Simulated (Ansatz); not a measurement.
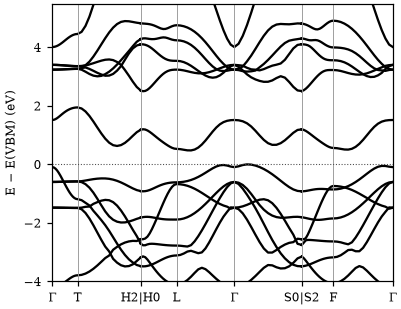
Figure. Band structure from plane-wave PAW PBE (Ansatz code)

The gap is 0.47 eV; an edge lies off the plotted path or next to a special point (maximum on the Γ–S0 line, 20 % of the way from Γ, minimum off the standard path).

The material is ZrSe$_{2}$ in space group R3m (No. 160; Zr on 3a, Se on 3a, Se on 3a).

The cell is a constructed one: a structure type filled with these elements; neither database checked (COD, Materials Project) lists it. COD files the formula under space group No. 164, so this cell is another polymorph or a model. Its standing as an ambient phase is unchecked. The cell was relaxed with PBE under the symmetry of its start; whether a distortion lowers the energy is not shown. The run is not spin-polarised. A crystal of weakly bound layers computed without a dispersion correction: the cell and the soft elastic constants depend strongly on that. Scalar-relativistic: spin–orbit coupling is off unless named, which matters more the heavier the elements.

Potentials: the later of the program's two PAW sets.
